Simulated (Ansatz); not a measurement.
The reference is SiC in the zinc blende structure (space group F-43m, No. 216; a = 4.329 Å).

The change: the cell is scaled by 1.0250 in all directions; the atoms relax in the strained cell.

The values are results of plane-wave PAW DFT at the LDA level (Ansatz, a program for electronic structure, 420 eV), no spin-orbit coupling, not measurements.

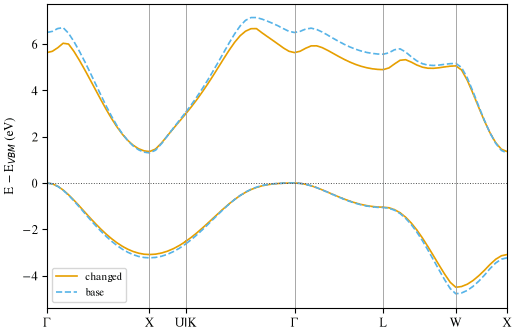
Figure: Highest valence and lowest conduction band along the path, each from its own valence-band maximum

### Question
Read the changed gap and its character from the plot.

### Answer
About 1.4 eV, indirect, Γ → X.

Whether these cells are dynamically stable was not tested.
